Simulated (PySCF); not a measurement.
# [Tb(NH3)3]3+: forces at shaken geometries

How stiff is [Tb(NH3)3]3+? Its atoms are displaced at random by several amounts. The structure is generated, not taken from experiment.

Method: PBE, Tb lcecp-1-SVP with ECP54, N def2-SVP, H def2-SVP; scalar-relativistic core potentials, no spin–orbit coupling; program: PySCF 2.14.0.

3 further runs of the same task are left out: 2 for a known fault of the program, 1 that didn't finish.

### 1 Starting geometry

13 atoms, charge 3, spin multiplicity 1.

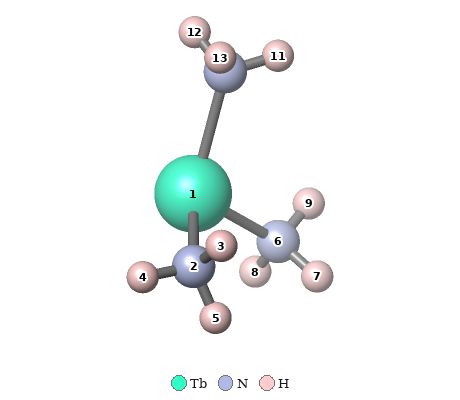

The geometry (terbium teal, nitrogen light blue, hydrogen pink); atoms are numbered from 1 in the order of the file.

Geometry (Å):

```xyz
13
H9N3Tb
Tb    0.0000    0.0000   -0.7800
N     2.2810   -0.0013    0.0186
H     2.4940   -0.6284    0.8285
H     2.9940   -0.2956   -0.6901
H     2.6495    0.9233    0.3405
N    -1.1394    1.9761    0.0186
H    -0.7028    2.4741    0.8285
H    -1.2410    2.7407   -0.6901
H    -2.1244    1.8329    0.3405
N    -1.1416   -1.9748    0.0186
H    -1.7913   -1.8457    0.8285
H    -1.7530   -2.4450   -0.6901
H    -0.5251   -2.7562    0.3405
```

Formal oxidation states: Tb +3. Each metal's 8 4f electrons lie in its core potential, so multiplicities, spins and levels count the valence alone. An earlier session relaxed this geometry at PBE, Tb lcecp-1-SVP with ECP54, N def2-SVP, H def2-SVP (singlet, point group C3).

Its energy there is -204.813038 Eh.

### 2 Atoms moved at random, σ = 0.15 Å

Contents of run.py (the lines that set the calculation):

```python
mol = gto.M(atom='''
Tb    -0.01855    -0.37244    -0.69737
N      2.52213    -0.14049     0.07237
H      2.09276    -0.63088     0.82160
H      2.75720    -0.06191    -0.64395
H      2.82797     0.91545     0.11768
N     -1.34449     1.81326    -0.07546
H     -0.56905     2.55426     0.75231
H     -1.29942     2.50925    -0.75795
H     -2.29458     1.80333     0.61415
N     -0.93777    -1.86519    -0.16354
H     -1.77397    -1.64789     0.64198
H     -1.76939    -2.30396    -0.45584
H     -0.19284    -2.57279     0.48638''',
    basis={'Tb': 'lcecp-1-SVP', 'N': 'def2-SVP', 'H': 'def2-SVP'},
    ecp={'Tb': 'lcecp-1-SVP'},
    charge=3, spin=0)
mf = dft.RKS(mol, xc='PBE')
mf.grids.atom_grid = (50, 194)  # f atoms: unpruned, at least (60, 302)
mf = mf.density_fit()  # fitting sets: Tb AutoAux, N def2-universal-JKFIT, H def2-universal-JKFIT
mf.conv_tol = 1e-08; mf.max_cycle = 55
mf.kernel(dm0)  # dm0: the density of the relaxed state
```

Run with:

```bash
OMP_NUM_THREADS=2 python run.py
```

What it wrote:

```text
init E= -203.704625030888
  HOMO = -1.01094354220428  LUMO = -0.833254816338965  gap/eV = 4.83516
cycle= 1 E= -204.282316088882  delta_E= -0.578  |g|= 0.704  |ddm|= 1.57
  HOMO = -0.662164071473875  LUMO = -0.623490217138128  gap/eV = 1.05237
cycle= 2 E= -203.73313392103  delta_E= 0.549  |g|= 1.58  |ddm|= 2.15
  HOMO = -0.78481098134036  LUMO = -0.6086999895786  gap/eV = 4.79222
cycle= 3 E= -204.375379372017  delta_E= -0.642  |g|= 0.269  |ddm|= 1.88
  HOMO = -0.764169291108244  LUMO = -0.634607732513688  gap/eV = 3.52555
cycle= 4 E= -204.395960507178  delta_E= -0.0206  |g|= 0.095  |ddm|= 0.376
  HOMO = -0.7667759275518  LUMO = -0.639965318392243  gap/eV = 3.45069
cycle= 5 E= -204.397654588072  delta_E= -0.00169  |g|= 0.0286  |ddm|= 0.103
  HOMO = -0.763663701751243  LUMO = -0.63705736913882  gap/eV = 3.44513
cycle= 6 E= -204.397866927108  delta_E= -0.000212  |g|= 0.00706  |ddm|= 0.0403
  HOMO = -0.764530307550677  LUMO = -0.63725097266062  gap/eV = 3.46345
cycle= 7 E= -204.397880851303  delta_E= -1.39e-05  |g|= 0.00157  |ddm|= 0.00738
  HOMO = -0.764756959457424  LUMO = -0.637159993540379  gap/eV = 3.47209
cycle= 8 E= -204.397881434915  delta_E= -5.84e-07  |g|= 0.000902  |ddm|= 0.00246
  HOMO = -0.764702855502673  LUMO = -0.637157893343956  gap/eV = 3.47068
cycle= 9 E= -204.397881621364  delta_E= -1.86e-07  |g|= 0.000193  |ddm|= 0.000828
  HOMO = -0.764729156085387  LUMO = -0.637161238634467  gap/eV = 3.47130
cycle= 10 E= -204.39788163048  delta_E= -9.12e-09  |g|= 3.05e-05  |ddm|= 0.000225
  HOMO = -0.764723234037147  LUMO = -0.637162779663311  gap/eV = 3.47110
Extra cycle  E= -204.397881629886  delta_E= 5.94e-10  |g|= 5.81e-05  |ddm|= 8.77e-05
converged SCF energy = -204.397881629886
```

Wall time 7.7 s (2 threads of Arm Neoverse V1, shared host).

Read off: E = -204.397882 Eh (+11.297 eV from the relaxed state), HOMO -20.81 eV, LUMO -17.34 eV, Mulliken charge on Tb1 +1.29 e, largest force component 28.275 eV/Å. 

| atom | Fx | Fy | Fz (eV/Å) |
| --- | --- | --- | --- |
| Tb1 | 6.043 | 12.216 | -4.522 |
| N2 | -10.304 | 3.030 | 25.082 |
| H3 | 1.538 | -1.043 | 1.113 |
| H4 | 9.579 | -1.218 | -28.275 |
| H5 | -0.778 | -1.158 | 2.402 |
| N6 | 1.643 | -0.856 | 7.344 |
| H7 | -2.535 | -2.660 | -2.478 |
| H8 | -1.041 | 2.179 | -2.419 |
| H9 | 2.498 | 0.460 | -2.616 |
| N10 | -4.531 | -8.976 | 9.326 |
| H11 | 2.285 | 0.436 | -0.299 |
| H12 | -1.821 | -3.366 | -2.704 |
| H13 | -2.576 | 0.957 | -1.955 |

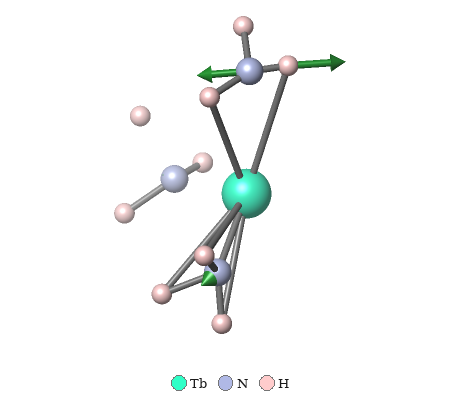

Forces as arrows, the longest for the largest force.

### 3 Atoms moved at random, σ = 0.1 Å

Contents of run.py (the lines that set the calculation):

```python
mol = gto.M(atom='''
Tb    -0.05474     0.07922    -0.92151
N      2.14479    -0.02204     0.11134
H      2.52343    -0.78209     0.81482
H      3.05566    -0.29333    -0.47425
H      2.64366     1.07328     0.29912
N     -1.21059     1.76645    -0.10307
H     -0.72922     2.64574     0.82202
H     -1.19348     2.83975    -0.69860
H     -2.00635     1.86140     0.22741
N     -0.89906    -2.03876     0.10497
H     -1.74143    -1.85972     0.80491
H     -1.89927    -2.48728    -0.66735
H     -0.63341    -2.78261     0.39255''',
    basis={'Tb': 'lcecp-1-SVP', 'N': 'def2-SVP', 'H': 'def2-SVP'},
    ecp={'Tb': 'lcecp-1-SVP'},
    charge=3, spin=0)
mf = dft.RKS(mol, xc='PBE')
mf.grids.atom_grid = (50, 194)  # f atoms: unpruned, at least (60, 302)
mf = mf.density_fit()  # fitting sets: Tb AutoAux, N def2-universal-JKFIT, H def2-universal-JKFIT
mf.conv_tol = 1e-08; mf.max_cycle = 55
mf.kernel(dm0)  # dm0: the density of the relaxed state
```

Run with:

```bash
OMP_NUM_THREADS=2 python run.py
```

What it wrote:

```text
init E= -203.835070636364
  HOMO = -1.00485948688061  LUMO = -0.762787849404168  gap/eV = 6.58710
cycle= 1 E= -204.512846887345  delta_E= -0.678  |g|= 0.526  |ddm|= 0.897
  HOMO = -0.76126714936434  LUMO = -0.61705565376443  gap/eV = 3.92419
cycle= 2 E= -204.272687548726  delta_E= 0.24  |g|= 1.13  |ddm|= 1.26
  HOMO = -0.832688943918646  LUMO = -0.616180731699993  gap/eV = 5.89149
cycle= 3 E= -204.576469606752  delta_E= -0.304  |g|= 0.0781  |ddm|= 0.912
  HOMO = -0.830964353080949  LUMO = -0.620259010432574  gap/eV = 5.73358
cycle= 4 E= -204.578090803191  delta_E= -0.00162  |g|= 0.0218  |ddm|= 0.0891
  HOMO = -0.83059313310224  LUMO = -0.621139826508613  gap/eV = 5.69951
cycle= 5 E= -204.578165486098  delta_E= -7.47e-05  |g|= 0.0135  |ddm|= 0.0253
  HOMO = -0.831288191059063  LUMO = -0.621490464646933  gap/eV = 5.70889
cycle= 6 E= -204.578206790232  delta_E= -4.13e-05  |g|= 0.00168  |ddm|= 0.0104
  HOMO = -0.831321648989314  LUMO = -0.62122125239057  gap/eV = 5.71712
cycle= 7 E= -204.578207657534  delta_E= -8.67e-07  |g|= 0.000596  |ddm|= 0.00275
  HOMO = -0.83127261704242  LUMO = -0.621254752013843  gap/eV = 5.71488
cycle= 8 E= -204.578207730241  delta_E= -7.27e-08  |g|= 0.00029  |ddm|= 0.000626
  HOMO = -0.831306185248622  LUMO = -0.621270519532215  gap/eV = 5.71536
cycle= 9 E= -204.578207748963  delta_E= -1.87e-08  |g|= 5.2e-05  |ddm|= 0.00024
  HOMO = -0.831304815632598  LUMO = -0.621265129960933  gap/eV = 5.71547
cycle= 10 E= -204.57820774974  delta_E= -7.77e-10  |g|= 6.55e-06  |ddm|= 6.39e-05
  HOMO = -0.831306036964125  LUMO = -0.621267055163968  gap/eV = 5.71545
Extra cycle  E= -204.57820774974  delta_E= 2.27e-13  |g|= 6.4e-06  |ddm|= 1.8e-05
converged SCF energy = -204.57820774974
```

It took 7.6 s on 2 threads of Arm Neoverse V1, shared host.

Result: E = -204.578208 Eh (+6.390 eV from the relaxed state), HOMO -22.62 eV, LUMO -16.91 eV, Mulliken charge on Tb1 +1.70 e, largest force component 13.704 eV/Å. 

| atom | Fx | Fy | Fz (eV/Å) |
| --- | --- | --- | --- |
| Tb1 | 1.333 | -2.459 | 0.101 |
| N2 | 4.503 | 1.537 | -0.602 |
| H3 | -1.315 | 1.758 | 0.151 |
| H4 | -1.853 | 0.415 | -0.304 |
| H5 | -1.678 | -3.470 | 0.459 |
| N6 | 12.138 | 7.572 | -2.427 |
| H7 | -0.941 | -3.265 | -2.176 |
| H8 | -0.277 | -3.353 | 0.729 |
| H9 | -11.791 | 0.492 | 4.487 |
| N10 | -11.437 | 13.228 | -6.901 |
| H11 | 1.888 | 0.167 | -0.444 |
| H12 | 3.647 | 1.081 | 1.892 |
| H13 | 5.784 | -13.704 | 5.034 |

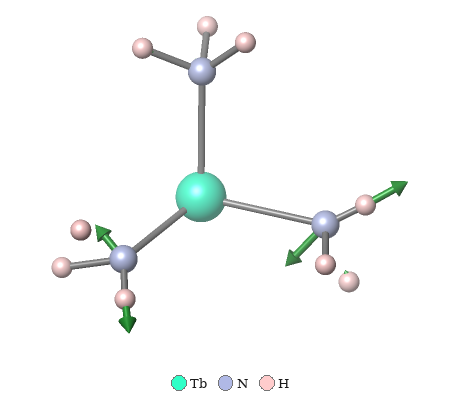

Forces as arrows, the longest for the largest force.

### 4 Atoms moved at random, σ = 0.03 Å

Contents of run.py (the lines that set the calculation):

```python
mol = gto.M(atom='''
Tb    -0.04795    -0.01267    -0.78375
N      2.25642    -0.02751    -0.01249
H      2.49880    -0.58690     0.88073
H      3.01009    -0.27819    -0.67809
H      2.65447     0.86445     0.35848
N     -1.12868     1.99495    -0.03581
H     -0.69698     2.49688     0.80854
H     -1.19408     2.75159    -0.70798
H     -2.08819     1.85820     0.30095
N     -1.15009    -1.99995     0.02151
H     -1.81285    -1.82412     0.87415
H     -1.78816    -2.45943    -0.68935
H     -0.51281    -2.77730     0.37548''',
    basis={'Tb': 'lcecp-1-SVP', 'N': 'def2-SVP', 'H': 'def2-SVP'},
    ecp={'Tb': 'lcecp-1-SVP'},
    charge=3, spin=0)
mf = dft.RKS(mol, xc='PBE')
mf.grids.atom_grid = (50, 194)  # f atoms: unpruned, at least (60, 302)
mf = mf.density_fit()  # fitting sets: Tb AutoAux, N def2-universal-JKFIT, H def2-universal-JKFIT
mf.conv_tol = 1e-08; mf.max_cycle = 55
mf.kernel(dm0)  # dm0: the density of the relaxed state
```

Run with:

```bash
OMP_NUM_THREADS=2 python run.py
```

What it wrote:

```text
init E= -204.746465909574
  HOMO = -0.854783436705588  LUMO = -0.646553167553775  gap/eV = 5.66623
cycle= 1 E= -204.804272054626  delta_E= -0.0578  |g|= 0.0733  |ddm|= 0.174
  HOMO = -0.827182223905442  LUMO = -0.636670277368782  gap/eV = 5.18409
cycle= 2 E= -204.801025421183  delta_E= 0.00325  |g|= 0.142  |ddm|= 0.188
  HOMO = -0.841738004600656  LUMO = -0.635561403131751  gap/eV = 5.61035
cycle= 3 E= -204.805673327874  delta_E= -0.00465  |g|= 0.00992  |ddm|= 0.116
  HOMO = -0.84179581112455  LUMO = -0.636065988049193  gap/eV = 5.59819
cycle= 4 E= -204.805696853128  delta_E= -2.35e-05  |g|= 0.00221  |ddm|= 0.0105
  HOMO = -0.842068530787621  LUMO = -0.636034053652628  gap/eV = 5.60648
cycle= 5 E= -204.805697698175  delta_E= -8.45e-07  |g|= 0.00118  |ddm|= 0.00246
  HOMO = -0.84202052071727  LUMO = -0.636044008297093  gap/eV = 5.60491
cycle= 6 E= -204.80569800673  delta_E= -3.09e-07  |g|= 0.000194  |ddm|= 0.00103
  HOMO = -0.842036885114236  LUMO = -0.636048463171501  gap/eV = 5.60523
cycle= 7 E= -204.805698015805  delta_E= -9.07e-09  |g|= 2.05e-05  |ddm|= 0.000178
  HOMO = -0.842038427186875  LUMO = -0.636047617904972  gap/eV = 5.60530
Extra cycle  E= -204.805698015654  delta_E= 1.51e-10  |g|= 3.34e-05  |ddm|= 4.87e-05
converged SCF energy = -204.805698015654
```

Run time: 6.5 s. Hardware: 2 threads of Arm Neoverse V1, shared host.

It gives: E = -204.805698 Eh (+0.200 eV from the relaxed state), HOMO -22.91 eV, LUMO -17.31 eV, Mulliken charge on Tb1 +1.70 e, largest force component 1.768 eV/Å. 

| atom | Fx | Fy | Fz (eV/Å) |
| --- | --- | --- | --- |
| Tb1 | 0.349 | -0.130 | -0.091 |
| N2 | 0.286 | -0.074 | 1.768 |
| H3 | -0.381 | -0.012 | -1.184 |
| H4 | 0.176 | -0.429 | -0.321 |
| H5 | -0.253 | 0.540 | -0.289 |
| N6 | 1.145 | -0.387 | 1.678 |
| H7 | -0.210 | -0.445 | -0.702 |
| H8 | -0.207 | 0.951 | -0.965 |
| H9 | -0.845 | -0.026 | 0.071 |
| N10 | -0.730 | -0.016 | 1.162 |
| H11 | 0.880 | -0.398 | -1.217 |
| H12 | 0.333 | 0.023 | 0.428 |
| H13 | -0.542 | 0.401 | -0.337 |

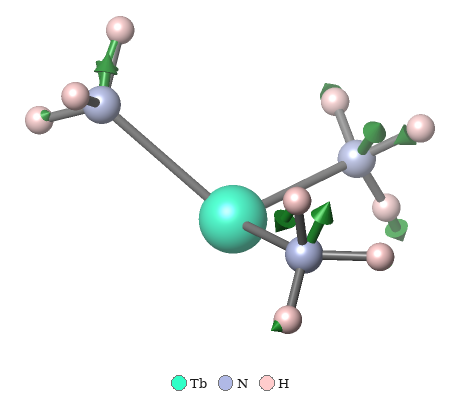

Forces as arrows, the longest for the largest force.

### 5 Results

| σ (Å) | energy rise (eV) | harmonic estimate −½ F·u (eV) | largest force component (eV/Å) |
| --- | --- | --- | --- |
| 0.15 | 11.297 | 9.946 | 28.27 |
| 0.1 | 6.390 | 5.784 | 13.70 |
| 0.03 | 0.200 | 0.199 | 1.77 |

Every displacement raises the energy. For a harmonic well the rise equals −½ F·u; the two differ by at most 12 % here (a move with σ = 0.15 Å), from anharmonicity, the grid and the small forces left at the relaxed point. These are double-zeta-type bases without diffuse functions. Spin–orbit coupling is left out.
